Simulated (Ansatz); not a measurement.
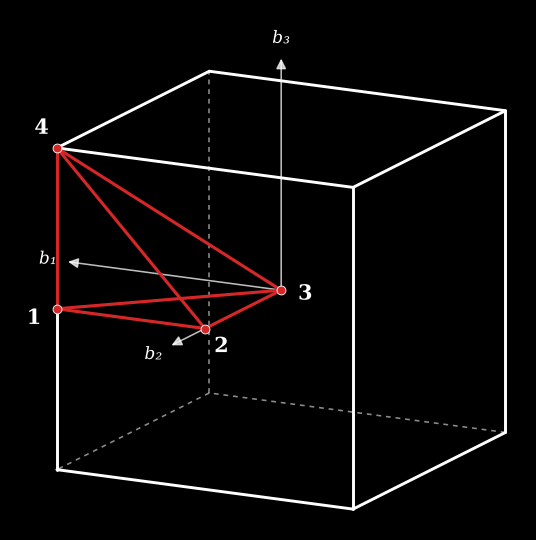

The first Brillouin zone of a simple cubic lattice (cP; extended symbol cP2) is drawn with its special points numbered. Crystal: Be4S, the end point of a relaxation with Ansatz 0.2.0, DFT PBE, scalar-relativistic, plane waves, PAW; the starting structure was generated, so it need not be a known form of this composition. The drawing is computed from the coordinates (standard cell, symmetry found to 0.002 Å).

a = 4.007 Å, b = 4.007 Å, c = 4.007 Å, α = 90.00°, β = 90.00°, γ = 90.00°.

Labels and path follow the convention of Hinuma et al. (2017), as computed by seekpath; the arrows show the directions of the reciprocal primitive vectors b₁, b₂, b₃, in which coordinates are given.

Question: Give the label and coordinates of each numbered point.

Answer:
```tsv
no.	label	coordinates
1	M	(1/2, 1/2, 0)
2	X	(0, 1/2, 0)
3	Γ	(0, 0, 0)
4	R	(1/2, 1/2, 1/2)
```
